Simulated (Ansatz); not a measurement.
A series of calculations on SiH2S

**1. Relaxation**

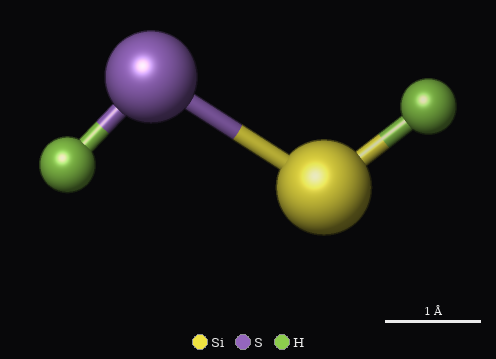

SiH2S (coarse preliminary run), before the relaxation. A ball-and-stick model, seen at a tilt.

All numbers below come from Ansatz, RKS PBE-D4/def2-SVP.

The input:
```yaml
crystal:
  periodic: [false, false, false]
  atoms:
    - {symbol: Si, position_ang: [-0.108400, -1.013500, 0.237900]}
    - {symbol: S, position_ang: [0.122300, 1.092300, -0.288200]}
    - {symbol: H, position_ang: [0.972100, -1.410300, 1.021300]}
    - {symbol: H, position_ang: [-0.930500, 1.271100, -0.991300]}
basis:
  gaussian: {orbitals: def2-SVP}
hamiltonian: {xc: pbe, dispersion: d4}
relax: {f_tol: 0.03, max_steps: 250}
```

Question: What does the optimiser find from here?

Answer: The largest move after the best rigid fit is that of H3, 0.22 Å. By element the largest moves are H 0.22 Å, Si 0.20 Å, S 0.16 Å. Near-neighbour distances that change, for instance: Si1–H3 1.392 → 1.548 Å, S2–H4 1.279 → 1.367 Å, Si1–S2 2.183 → 2.148 Å. Bond angles that change, for instance: S2–Si1–H3 109.2° → 88.7°, Si1–S2–H4 100.4° → 97.4°. The optimiser took 5 steps.

Final geometry:

```xyz
4

Si   -0.2705   -1.0941    0.1621
S     0.1960    0.9701   -0.2070
H     1.0305   -1.2023    0.9933
H    -0.9004    1.2659   -0.9687
```

The end point in the same view:

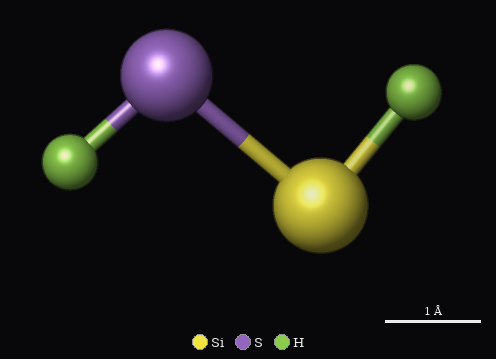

**2. Relaxation**

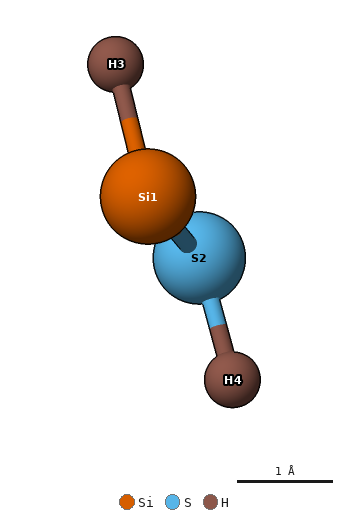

SiH₂S, before the relaxation. Style: ball-and-stick. Shown from a free direction.

Theory: RKS PBE0-D4/def2-TZVP in Ansatz 0.2.0.

The input:
```yaml
crystal:
  periodic: [false, false, false]
  atoms:
    - {symbol: Si, position_ang: [-0.269752, -1.094219, 0.162814]}
    - {symbol: S, position_ang: [0.195297, 0.970161, -0.207628]}
    - {symbol: H, position_ang: [1.031628, -1.201129, 0.993595]}
    - {symbol: H, position_ang: [-0.901673, 1.264787, -0.969081]}
basis:
  gaussian: {orbitals: def2-TZVP}
hamiltonian: {xc: pbe0, dispersion: d4}
relax: {f_tol: 0.005, max_steps: 200}
```

### What does the optimiser find from here?

The largest move after the best rigid fit is that of H4, 0.026 Å. By element the largest moves are H 0.026 Å, Si 0.021 Å, S 0.012 Å. Among the contacts that change: Si1–S2 2.148 → 2.115 Å, Si1–H3 1.548 → 1.525 Å, S2–H4 1.367 → 1.346 Å. The energy falls by 0.41 kcal/mol in 4 geometry steps. The largest force component goes from 0.53 to 0.0021 eV/Å. The run took roughly 15 core-seconds on a shared host.

The structure at the end:

```xyz
4

Si   -0.2628   -1.0744    0.1611
S     0.1905    0.9588   -0.2066
H     1.0174   -1.1909    0.9814
H    -0.8897    1.2461   -0.9562
```

**3. A change**

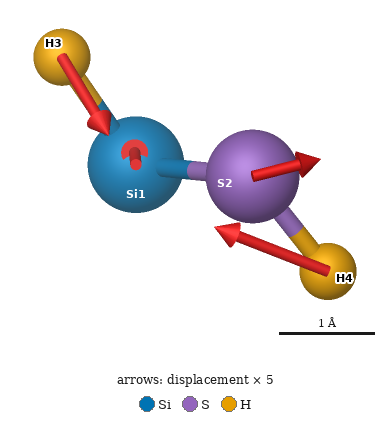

SiH$_{2}$S. The red arrows show how the atoms are displaced, magnified 5 times. A ball-and-stick model, seen from a free direction.

All numbers below come from RKS PBE0-D4/def2-TZVPP (Ansatz 0.2.0). 

What was done to the structure, and with what result?

Answer. All atoms are moved at random (σ = 0.12 Å) from the PBE0-D4/def2-TZVP minimum. It costs 1.976 eV. The largest force is 15 eV/Å, on H4. The forces point partly back along the displacements (cosine −0.47). At other levels of theory the same distortion costs 1.966 eV (RKS PBE-D4/def2-TZVPP), 1.957 eV (RKS r2SCAN-D4/def2-TZVPP), 1.938 eV (RKS wB97M-V/def2-TZVPP), 1.929 eV (RHF-CCSD(T), frozen core/def2-TZVPP). Some distances before and after: S2–H4 1.346 → 1.078 Å, Si1–S2 2.115 → 2.321 Å, Si1–H3 1.525 → 1.505 Å. Among the angles between lasting bonds that change: S2–Si1–H3 89.3° → 77.3°, Si1–S2–H4 97.5° → 91.6°.

**4. Distortion**

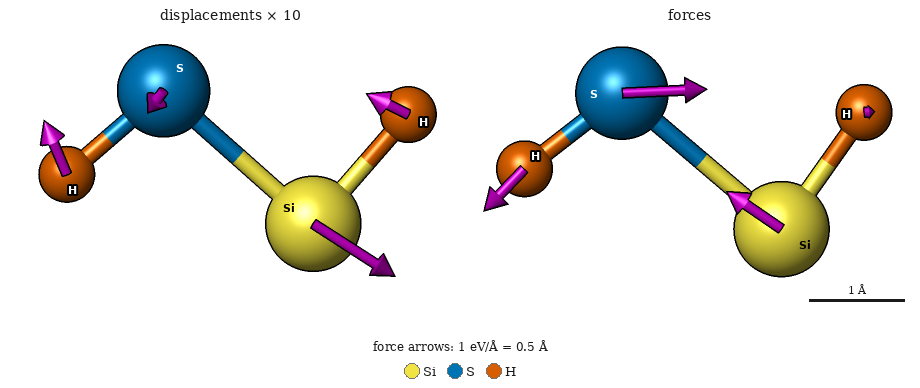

Left: SiH2S, with purple arrows for the displacements applied to it. Right: the displaced structure with the computed forces. A ball-and-stick model, seen face on.

Method: Ansatz, RKS wB97M-V/def2-TZVPP. 

Describe the distortion and the response.

Answer. All atoms are moved at random (σ = 0.06 Å) from the PBE0-D4/def2-TZVP minimum. The energy rises by 0.115 eV. The largest force is 1.8 eV/Å, on the S atom. The forces point partly back along the displacements (cosine −0.62). At other levels of theory the same distortion costs 0.106 eV (RKS PBE-D4/def2-TZVPP), 0.114 eV (RKS r2SCAN-D4/def2-TZVPP), 0.121 eV (RKS PBE0-D4/def2-TZVPP), 0.104 eV (RHF-CCSD(T), frozen core/def2-TZVPP). Some distances before and after: S–Si 2.115 → 2.215 Å, H–S 1.346 → 1.299 Å, H–Si 1.525 → 1.506 Å. Among the angles between lasting bonds that change: S–Si–H 89.3° → 84.6°, Si–S–H 97.5° → 101.7°.
